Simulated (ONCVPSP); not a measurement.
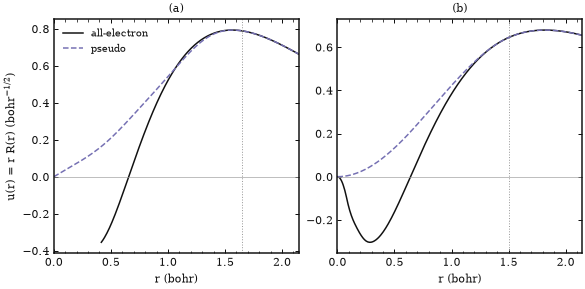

Partial waves u(r) = r R(r), all-electron (solid) and pseudo (dashed). Dotted lines mark the matching radii. The all-electron curves start outside the innermost oscillations, which aren't drawn.

ONCVPSP 4.0.1, LDA (Perdew-Wang 92), scalar-relativistic. The levels are (a) -14.20 eV, (b) -5.74 eV.

> Which element and which shells are these?

Phosphorus (P), core [Ne], valence 3s1.75 3p3.25 (neutral): (a) 3s, (b) 3p.

> Are the pseudo-waves norm-conserving?

Yes. The ONCV scheme keeps the all-electron norm inside the radius.
